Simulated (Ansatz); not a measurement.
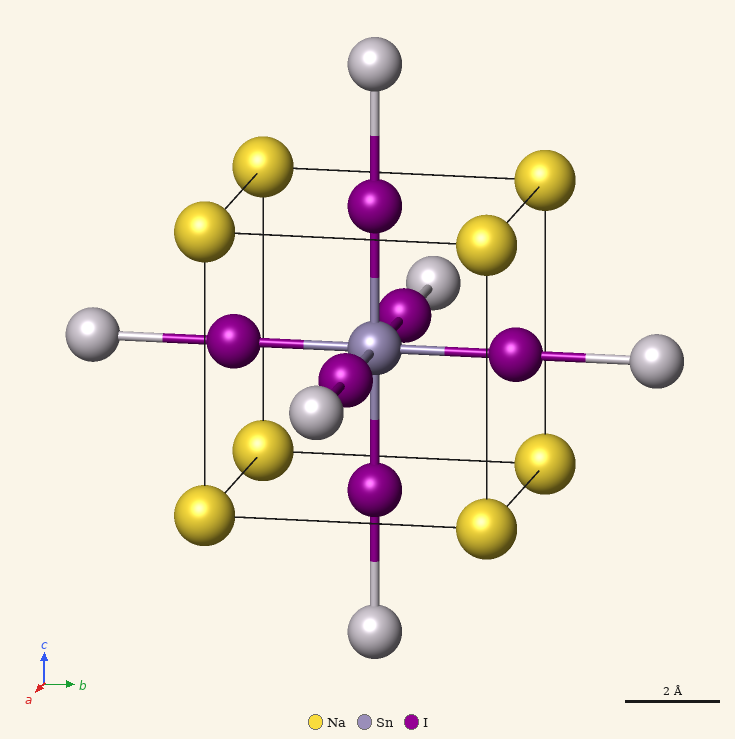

Structure drawing (ball-and-stick), viewed slightly off an axis. The edges of the unit cell are marked. Outside the box, the atoms bonded to those within are drawn, in fainter colours.

NaSnI₃, a = 6.140 Å, b = 6.140 Å, c = 6.216 Å, α = 90.00°, β = 90.00°, γ = 90.00°. Strictly the space group is P4/mmm (No. 123, within 0.01 Å). It is a distorted form of a primitive cubic structure, space group Pm-3m (No. 221) within 0.25 Å: cubic perovskite. Starting structure: a structure type filled with these elements by a generator (whether the compound takes this form wasn't checked). The cell was then strained or its atoms displaced on purpose. It was the input of a calculation with Ansatz.

This one geometry was computed with Ansatz (DFT, plane waves, PAW) at three levels of theory: PBE, r2SCAN and HSE06. It was relaxed with r2SCAN and then strained.

### How does the band gap change with the level of theory?

PBE: a gap of 0.16 eV, direct; r2SCAN: a gap of 0.26 eV, direct; HSE06: a gap of 0.62 eV, direct.

### Collect the results in a table.

| level | cutoff (eV) | k-mesh of the run's cell | gap (eV) | pressure (GPa) |
| --- | --- | --- | --- | --- |
| PBE | 420 | 4×4×4 | 0.16 | 0.6 |
| r2SCAN | 500 | 4×4×4 | 0.26 | 0.3 |
| HSE06 | 420 | 2×2×2 | 0.62 | 1.8 |

Gaps are taken on the k-mesh or band path of each run.
